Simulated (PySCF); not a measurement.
# One shape, several levels: SiH4S (Si(SH)H3)

Aim: a comparison of 3 runs (r2SCAN/STO-6G, CCSDT(Q)/STO-6G, QCISD(T)/STO-6G) of SiH4S (Si(SH)H3). Input form: a Python script.

The calculation is run with PySCF 2.14.0.

2 further runs of the same task are left out: 2 set aside as unsound or not needed.

### 1 The structure to begin with

SiH4S has 6 atoms, charge 0, and is taken as a singlet. SMILES: `[H][Si]([H])([H])S`. The Si1–H4 distance was set to 2.177 Å, away from the relaxed value. At this shape a bond of the SMILES string is far longer than usual.

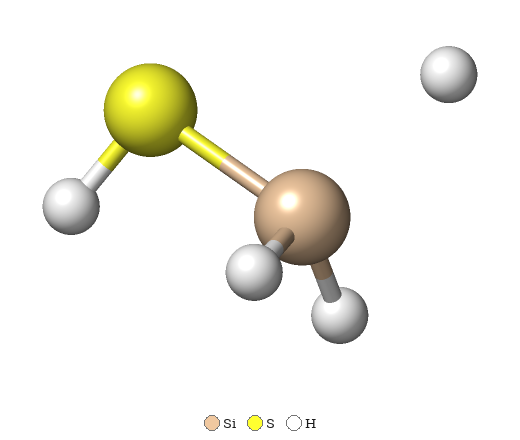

The structure, seen from a chosen angle (silicon light orange, sulfur yellow, hydrogen white).

### 2 A single-point energy at r2SCAN/STO-6G (run 1)

calc.py reads:

```python
from pyscf import gto, dft

mol = gto.M(
    atom='''
Si      -0.501166      -0.011465      -0.361901
S       -0.448656       0.022895       1.784149
H       -1.759186       0.062985       1.977919
H        1.606010      -0.020690      -0.909950
H       -1.205606       1.183675      -0.807481
H       -1.203276      -1.222025      -0.769341
''',
    max_memory=1860,
    basis='sto-6g',
    verbose=3,
)

mf = dft.RKS(mol)
mf.xc = 'r2scan'
mf.conv_tol = 1e-10
mf.grids.level = 5
mf.kernel()
if not mf.converged:
    mf = mf.newton().run(mf.mo_coeff, mf.mo_occ)

e_final = mf.e_tot
print('E = %.10f Eh' % e_final)
```

Command:

```bash
$ OMP_NUM_THREADS=1 python calc.py
```

Output:

```text
converged SCF energy = -687.500312703131
E = -687.5003127031 Eh
```

Wall time 5.7 s (1 thread of Arm Neoverse V1, shared host); peak memory 0.21 GiB.

### 3 A single-point energy at CCSDT(Q)/STO-6G (run 2)

job.py reads:

```python
from pyscf import gto, cc

mol = gto.Mole()
mol.atom = '''
Si    -0.947066    -0.021666    -0.683894
S     -0.847837     0.043265     3.371553
H     -3.324380     0.119024     3.737725
H      3.034919    -0.039098    -1.719556
H     -2.278265     2.236822    -1.525918
H     -2.273862    -2.309293    -1.453844
'''
mol.verbose = 3
mol.basis = 'sto-6g'
mol.max_memory = 1860
mol.spin = 0
mol.unit = 'bohr'
mol.build()

mf = mol.RHF()
mf.conv_tol = 1e-10
mf.kernel()
if not mf.converged:
    mf = mf.newton().run(mf.mo_coeff, mf.mo_occ)

mycc = cc.CCSDT(mf, frozen=10)
mycc.kernel()
e_bracket, e_q = mycc.ccsdt_q()
e_tot = mycc.e_tot + e_q
print('E = %.10f Eh' % e_tot)
```

Command:

```bash
$ OMP_NUM_THREADS=1 python job.py
```

Output:

```text
converged SCF energy = -686.260511739292
_make_eris_incore_RCCSDT

WARN: A large `blksize` is being used, which may cause large memory consumption
      for storing contraction intermediates. If memory is sufficient, consider using
      `pyscf.cc.rccsdt_highm.RCCSDT` instead.

RCCSDT converged
E(RCCSDT) = -686.3919922423648   E_corr = -0.1314805030723752
E_corr(same-spin) = -0.00270756958427145
E_corr(oppo-spin) = -0.128772933488104
_make_eris_incore_RCCSDT
E = -686.3920114421 Eh
```

It took 2.1 s on 1 thread of Arm Neoverse V1, shared host; peak memory 0.12 GiB.

### 4 The energy at QCISD(T)/STO-6G (run 3)

job.py reads:

```python
from pyscf import gto, scf, cc

molecule = gto.M(
    atom='''
Si    -0.947066    -0.021666    -0.683894
S     -0.847837     0.043265     3.371553
H     -3.324380     0.119024     3.737725
H      3.034919    -0.039098    -1.719556
H     -2.278265     2.236822    -1.525918
H     -2.273862    -2.309293    -1.453844
''',
    basis='sto-6g',
    unit='bohr',
    verbose=4,
    max_memory=1860,
)

mf = scf.RHF(molecule)
mf.conv_tol = 1e-10
mf.kernel()
if not mf.converged:
    mf = mf.newton().run(mf.mo_coeff, mf.mo_occ)

mycc = cc.QCISD(mf, frozen=10)
mycc.kernel()
e_t = mycc.qcisd_t()
e_final = mycc.e_tot + e_t
print('Final energy', e_final)
```

Command:

```bash
$ OMP_NUM_THREADS=1 python job.py
```

Output:

```text
PySCF version 2.14.0

[... 56 lines left out ...]
converged SCF energy = -686.260511739292
[... 11 lines left out ...]
Init t2, MP2 energy = -686.344466598367  E_corr(MP2) -0.0839548590748729
[... 12 lines left out ...]
QCISD converged
[... 2 lines left out ...]
Final energy -686.3915377023014
```

Wall time 1.1 s (1 thread of Arm Neoverse V1, shared host); peak memory 0.1 GiB.

### 5 Overview of the runs

```csv
run,level,integration grid,frozen core orbitals,energy (Eh),dipole moment (D) of the reference,HOMO energy (eV),LUMO energy (eV),wall time
1,r2SCAN/STO-6G,5,–,-687.500313,1.54,-2.40,1.10,5.7 s
2,CCSDT(Q)/STO-6G,–,10,-686.392011,1.72,-7.14,6.14,2.1 s
3,QCISD(T)/STO-6G,–,10,-686.391538,1.72,-7.14,6.14,1.1 s
```

### 6 Outcome

| quantity | value |
| --- | --- |
| run 3: total energy | -686.39154 Eh |
| run 3: dipole moment (Hartree–Fock density) | 1.72 D |
| run 3: HOMO energy (Hartree–Fock orbitals) | -7.14 eV |
| run 3: LUMO energy (Hartree–Fock orbitals) | 6.14 eV |
| run 3: HOMO–LUMO gap (Hartree–Fock orbitals) | 13.27 eV |
| run 3: correlation energy (10 core orbitals frozen) | -131.0 mEh |
| run 3: (T) correction | -1.30 mEh |
| run 3: T1 diagnostic | 0.009 |

In runs 1, 2, 3 the basis is minimal, so the values are rough. All runs together took 9 s, the longest 5.7 s.
